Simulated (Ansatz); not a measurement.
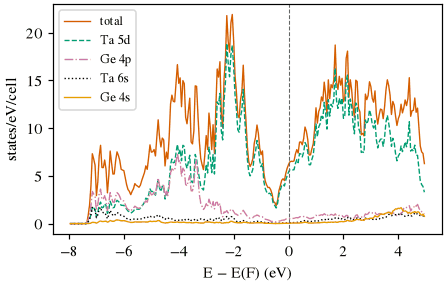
Figure: Total and projected density of states of Ta₅Ge₃ in space group I4/mcm (No. 140; Ta on 16l, Ta on 4c, Ge on 8h, Ge on 4a), DFT-r²SCAN in the program Ansatz with PAW potentials

Question: Which orbitals carry the states next to the Fermi level?

Answer: Within 0.5 eV of the Fermi level: Ta 5d 87 %, Ge 4p 8 %. Projections are on Löwdin-orthogonalised atomic valence shells; empty p or d shells of many metals are not among them.

Question: Where is the tallest occupied peak in this window, and what makes it?

Answer: Near -2.1 eV, about 22 states/eV per cell; the largest projected share is Ta 5d.

The workflow started from a Materials Project entry (that database holds measured and hypothetical structures alike); the Crystallography Open Database copy checked does not list it. Whether it is the stable phase at ambient conditions was not checked. Symmetry was held in the r²SCAN relaxation; whether a distortion lowers the energy is not shown. No spin polarisation was allowed. Spin–orbit coupling is left out wherever it is not named.

Potentials: the later of the program's two PAW sets.
